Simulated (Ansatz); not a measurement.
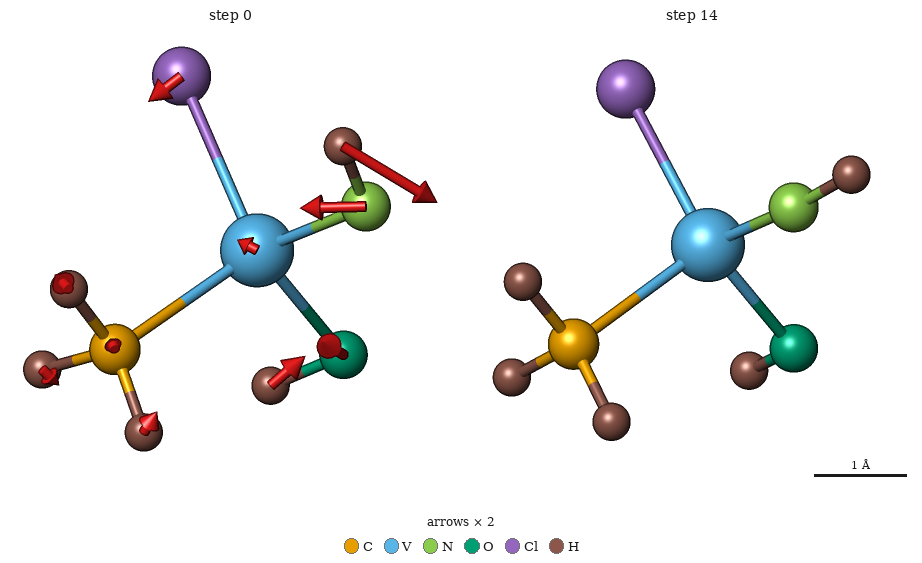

The structure of CH5ClNOV (coarse preliminary run) before (left) and after (right) a relaxation, at one scale. The red arrows give the displacements, 2 times their true length.

A ball-and-stick model, seen from a free direction.

The start comes from a force field.

Theory: RKS PBE-D4/def2-SVP (Ansatz).

Input file:
```yaml
crystal:
  periodic: [false, false, false]
  atoms:
    - {symbol: C, position_ang: [-1.263000, -0.476200, -0.398400]}
    - {symbol: V, position_ang: [0.600800, 0.286100, 0.209700]}
    - {symbol: N, position_ang: [1.107300, -0.616800, 1.710000]}
    - {symbol: O, position_ang: [1.986100, 0.006800, -1.232600]}
    - {symbol: Cl, position_ang: [0.460900, 2.567200, 0.663200]}
    - {symbol: H, position_ang: [-1.232300, -1.488000, -0.683400]}
    - {symbol: H, position_ang: [-2.010200, -0.309700, 0.424300]}
    - {symbol: H, position_ang: [-1.617600, 0.166900, -1.296700]}
    - {symbol: H, position_ang: [0.571000, -0.558500, 2.620000]}
    - {symbol: H, position_ang: [1.480000, 0.371100, -2.013100]}
basis:
  gaussian: {orbitals: def2-SVP}
hamiltonian: {xc: pbe, dispersion: d4}
relax: {f_tol: 0.03, max_steps: 200}
```

Launched with:
```bash
ansatz run in.yaml --threads 4 --pin off --events-out ev --progress --plain --max-ram 10444MiB
```

Question: Describe what moved and what it gained.

Answer: After 12 accepted moves (14 points after the start) the energy has fallen by 1.796 eV. Largest force component: 3.7 eV/Å at the start, 0.0065 eV/Å at the end. The line search rejected the trial steps at points 4, 8 of the run. The largest move after the best rigid fit is that of H9, 0.62 Å. Largest moves by element: H 0.62 Å, O 0.38 Å, N 0.37 Å, Cl 0.23 Å, V 0.13 Å, C 0.09 Å. Some distances before and after: V2–O4 2.019 → 1.774 Å, V2–N3 1.823 → 1.613 Å, V2–Cl5 2.330 → 2.183 Å, C1–V2 2.103 → 2.021 Å. Bond angles that change, for instance: V2–N3–H9 122.7° → 173.2°, V2–O4–H10 99.2° → 111.3°, O4–V2–Cl5 108.4° → 116.6°. Groups turn about V2–O4 by about 20°.
